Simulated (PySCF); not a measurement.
# C2HClN, charge +1, SMILES `Cl[c+]1cn1`: electronic structure

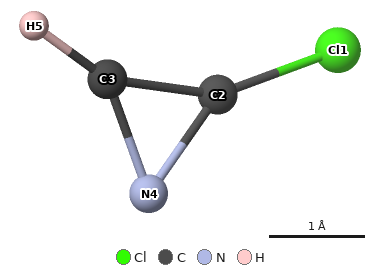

The molecule, with its atoms numbered as below. No frequency check shows the geometry to be a minimum.

Geometry (Å), atoms numbered from 1:

```
Cl1     -1.3339   -0.0343    0.0000
C2       0.2517   -0.0070    0.0000
C3       1.5316   -0.5507    0.0000
N4       1.3894    0.7544    0.0000
H5       2.2508   -1.3520    0.0000
```

## 1. Bonding charge

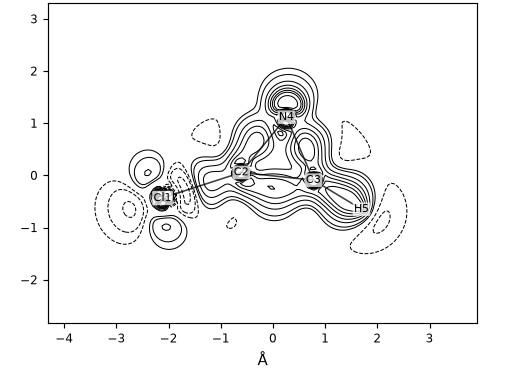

Deformation density (molecule less spherical, spin-averaged free atoms) in the molecular plane; contours at ±0.05 to ±0.8 e/Å³; solid lines: gain, dashed lines: loss.

PySCF calculation, PBE/def2-SVPD, gas phase; geometry: GFN2-xTB.

**Describe the bonding that the map shows.**

C3–H5: +0.75 e/Å³ at the bond critical point (bond length 1.08 Å). C3–N4: +0.55 e/Å³ at the bond critical point (bond length 1.31 Å). C2–N4: +0.44 e/Å³ at the bond critical point (bond length 1.37 Å). C2–C3: +0.43 e/Å³ at the bond critical point (bond length 1.39 Å). Cl1–C2: +0.34 e/Å³ at the bond critical point (bond length 1.59 Å). In all, 1.0 electrons gather in the regions of gain relative to the promolecule of neutral atoms (the regions of loss give up this much and the cation's charge besides).

**Where do the Hirshfeld charges lie?**

The highest Hirshfeld charge is on Cl1 (+0.34 e), the lowest on N4 (+0.06 e).

| atom | charge (e) |
| --- | --- |
| Cl1 | +0.34 |
| C2 | +0.20 |
| C3 | +0.23 |
| N4 | +0.06 |
| H5 | +0.17 |

## 2. Bond critical points

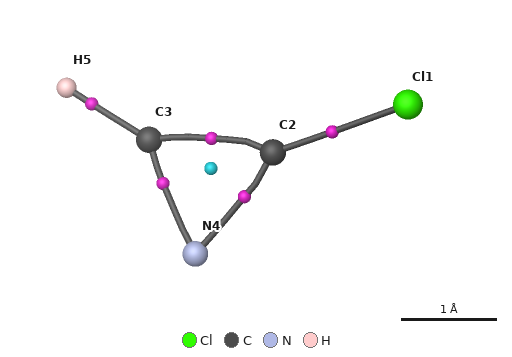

Molecular graph of the electron density (QTAIM): bond paths, bond critical points (magenta), ring points (cyan, if any); weak paths are dashed.

**How many critical points of each kind are there, and does the count close?**

5 nuclei, 5 bond, 1 ring and 0 cage critical points: 5 − 5 + 1 − 0 = 1, as the Poincaré–Hopf relation requires.

**What does the calculation give at each kind of bond critical point?**

| bond | length (Å) | ρ (a.u.) | ∇²ρ (a.u.) | ε | H (a.u.) |
| --- | --- | --- | --- | --- | --- |
| C3–N4 | 1.313 | 0.364 | −1.08 | 0.14 | −0.605 |
| C2–N4 | 1.369 | 0.325 | −0.81 | 0.25 | −0.416 |
| C2–C3 | 1.391 | 0.288 | −0.48 | 0.31 | −0.265 |
| C3–H5 | 1.077 | 0.286 | −1.26 | 0.02 | −0.334 |
| Cl1–C2 | 1.586 | 0.270 | −0.54 | 0.03 | −0.248 |

**What kind of interaction is C2–N4?**

Shared-shell (covalent): ρ = 0.325, ∇²ρ = −0.81, H = −0.416 a.u. Its ellipticity of 0.25 shows that the density isn't cylindrical about the bond.

## 3. Local ionisation energy

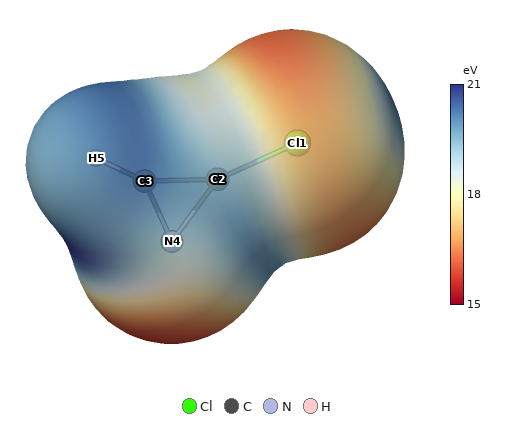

Average local ionisation energy on the surface of electron density 0.001 a.u.

**Locate the minima of the map.**

The lowest value is 15.6 eV, 1.8 Å from N4. Further minima include 16.1 eV, 2.0 Å from Cl1; 16.2 eV, 2.0 Å from Cl1; 19.5 eV, 1.3 Å from H5. For comparison, the highest occupied orbital lies at −14.0 eV.

**What volume does the surface enclose?**

About 72 Å³.

## 4. The π system

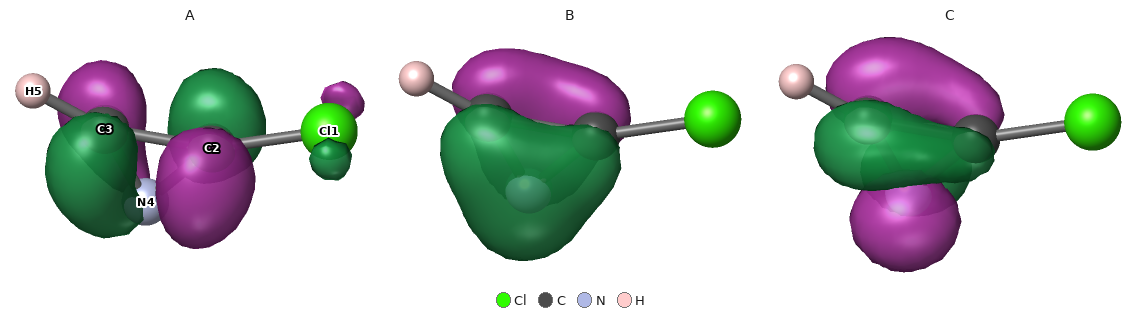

Natural orbitals of the π active space, CASSCF(2,3), singlet state, in random order.

PySCF calculation, def2-TZVP basis, gas phase; geometry: GFN2-xTB.

**Which orbitals are strongly, which singly and which weakly occupied?**

Strongly: B (1.94). Weakly: C (0.05), A (0.01). Broadly, orbitals with more nodes between bonded atoms hold fewer electrons.

**How multiconfigurational is the state?**

The leading determinant weighs 0.97; the effective number of unpaired electrons, Σ n²(2−n)², is 0.02; the most occupied of the weakly occupied orbitals holds 0.05 e, as in an ordinary closed-shell π system. The active space lowers the energy by 0.76 eV against Hartree–Fock.

**Where does the lowest triplet lie relative to the singlet, at this geometry and within this active space?**

6.64 eV above it by strongly contracted NEVPT2 (+6.37 eV by CASSCF); a small basis tends to put such gaps a few tenths of an eV too high. This is a vertical energy for π states alone; a state that uses lone pairs or σ orbitals may lie lower.

The PySCF runs shown took 6.5 s and 87 s on 1 thread of Arm Neoverse V2, with other jobs on the host.
